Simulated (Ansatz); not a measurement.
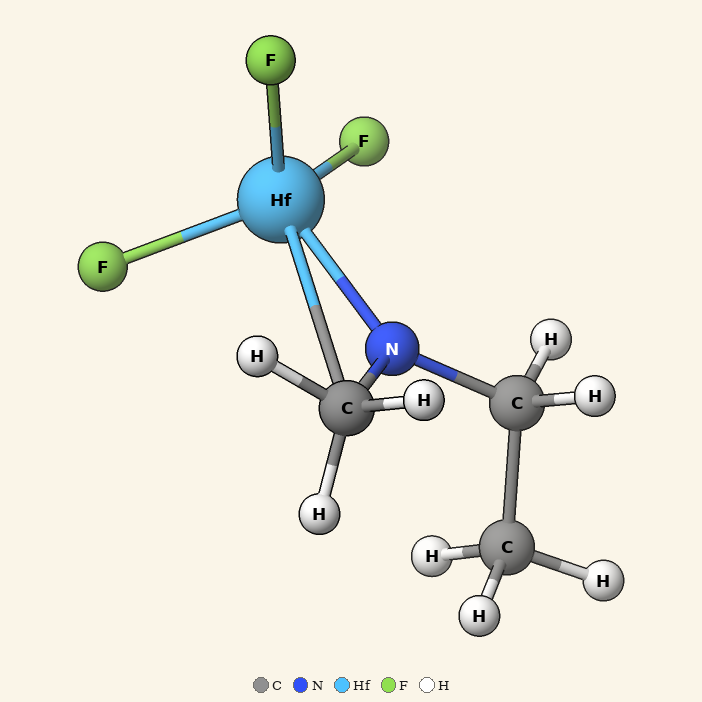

The picture shows a molecular structure as a ball-and-stick model. Every bond is drawn as one stick, whatever its order.

The species is neutral and a spin singlet.

> Give the formula.

C3H8F3HfN, 16 atoms: 3 carbon, 8 hydrogen, 3 fluorine, 1 hafnium and 1 nitrogen.

> Count the bonded pairs by element.

8 C–H, 3 F–Hf, 2 C–N, 1 C–C, 1 Hf–N, 1 C–Hf. Sticks follow a distance rule.

More results for the same structure follow; atom numbers are the same in all pictures, views and colours differ. The geometry was computed by an optimisation with PBE0-D4/def2-TZVP.

### Geometry

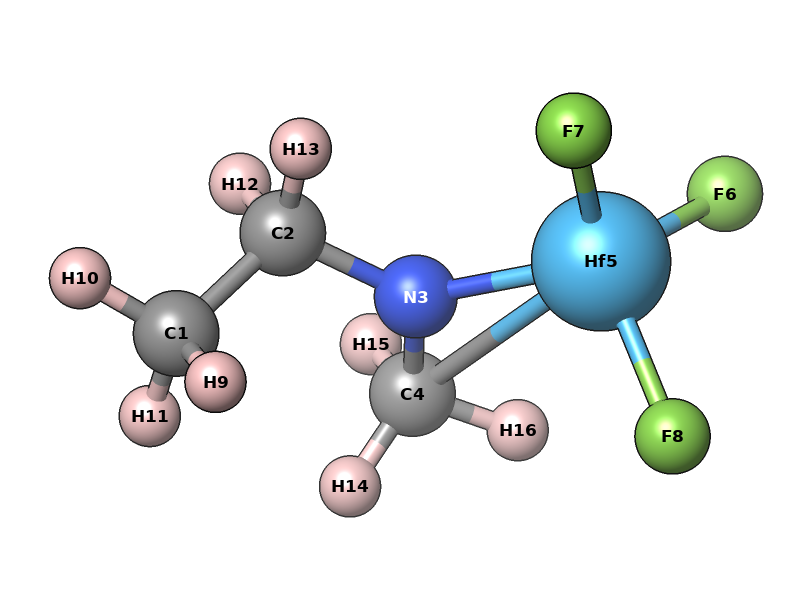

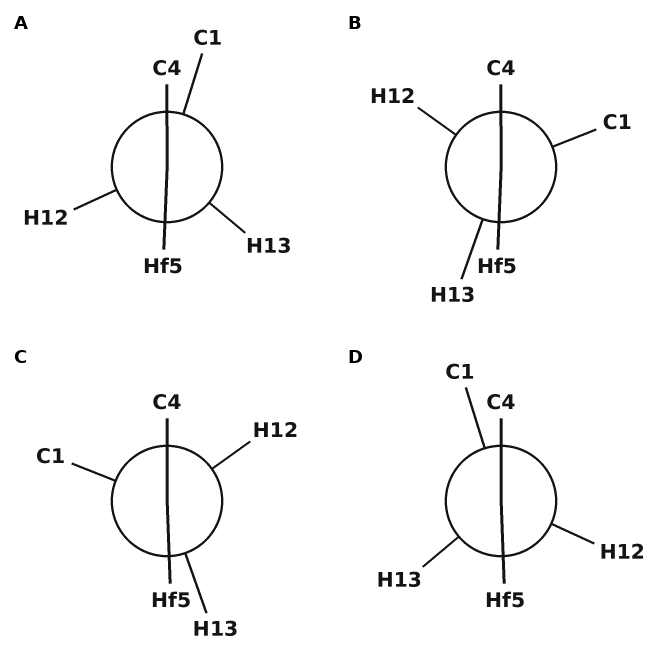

Atoms fade into the background with distance from the viewer. Bonds that would overlap in a projection are set slightly apart.

> Which Newman projection shows the view along N3–C2, with N3 in front?

B. The torsion angle Hf5–N3–C2–C1 is −114°, anticlinal.

### Levels of theory compared

Program: Ansatz 0.2.0.

At this fixed geometry, give dipole (D) at these levels: B3LYP-D4/def2-TZVPP; PBE-D4/def2-TZVPP; PBE0-D4/def2-TZVP; r2SCAN-D4/def2-TZVPP; ωB97M-V/def2-TZVPP.

| level | dipole (D) |
| --- | --- |
| B3LYP-D4/def2-TZVPP | 2.83 |
| PBE-D4/def2-TZVPP | 2.77 |
| PBE0-D4/def2-TZVP | 2.86 |
| r2SCAN-D4/def2-TZVPP | 2.81 |
| ωB97M-V/def2-TZVPP | 2.68 |

### Vibrations

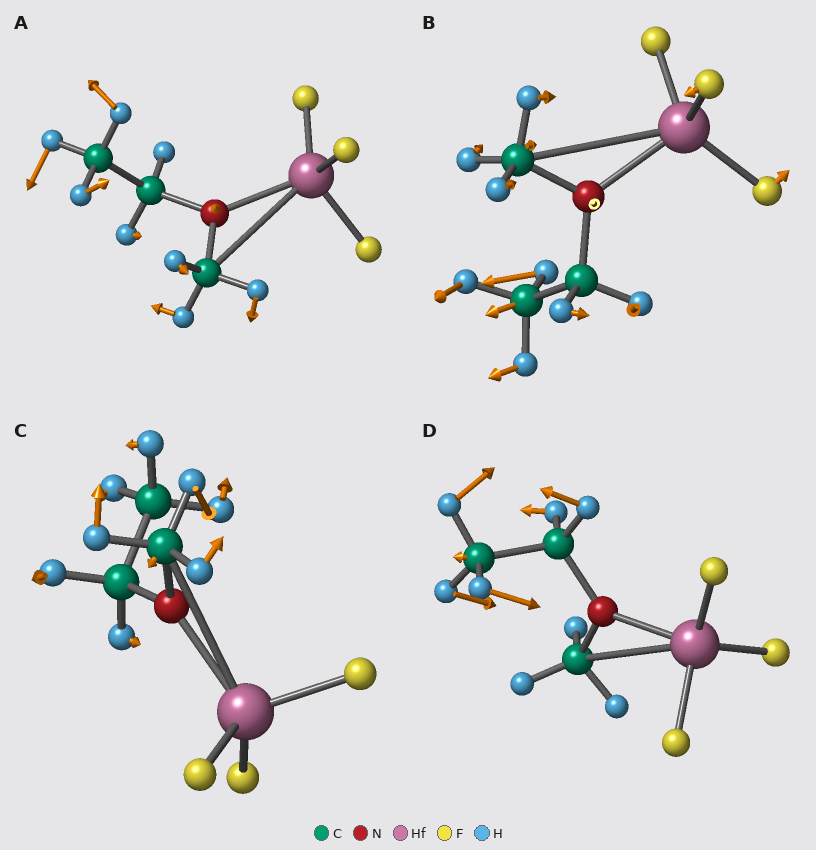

4 normal modes of one molecule or complex, as arrows. Harmonic vibrations computed with RKS PBE0-D4/def2-TZVP, core potentials on Hf (Ansatz 0.2.0) at a stationary point of the same level.

> Match the panels to the wavenumbers 57 cm⁻¹, 216 cm⁻¹, 1135 cm⁻¹, 1403 cm⁻¹.

A: 216 cm⁻¹
B: 57 cm⁻¹
C: 1135 cm⁻¹, angle bending
D: 1403 cm⁻¹

### Charges

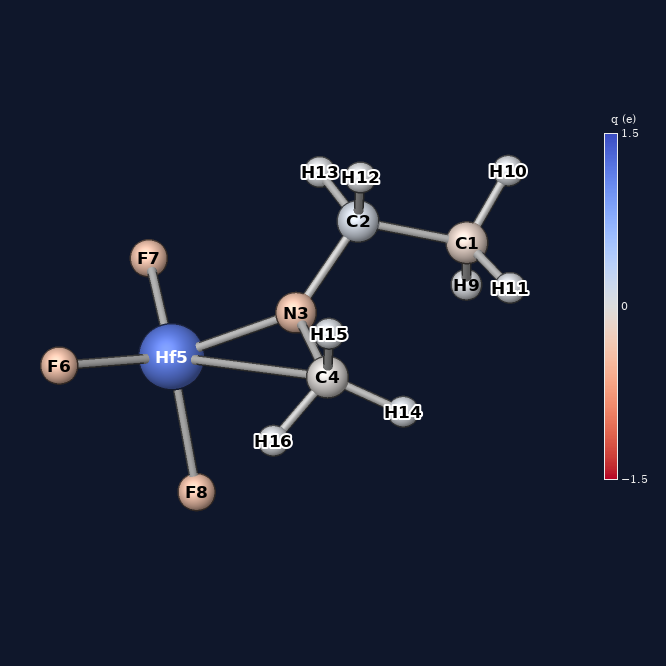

Atoms are coloured by their Mulliken charges. Properties computed with RKS r2SCAN-D4/def2-TZVPP, core potentials on Hf (Ansatz 0.2.0).

> Which atom carries the highest charge (most positive or least negative)?

Hf5 (1.15 e).

> And the lowest?

F6 (−0.37 e).

List the Mulliken charges.

| atom | value (e) |
| --- | --- |
| C1 | −0.14 |
| C2 | 0.10 |
| N3 | −0.35 |
| C4 | −0.03 |
| Hf5 | 1.15 |
| F6 | −0.37 |
| F7 | −0.36 |
| F8 | −0.36 |
| H9 | 0.05 |
| H10 | 0.04 |
| H11 | 0.05 |
| H12 | 0.03 |
| H13 | 0.03 |
| H14 | 0.07 |
| H15 | 0.06 |
| H16 | 0.04 |

Mulliken values depend strongly on the basis set and can even reverse the polarity of a bond.
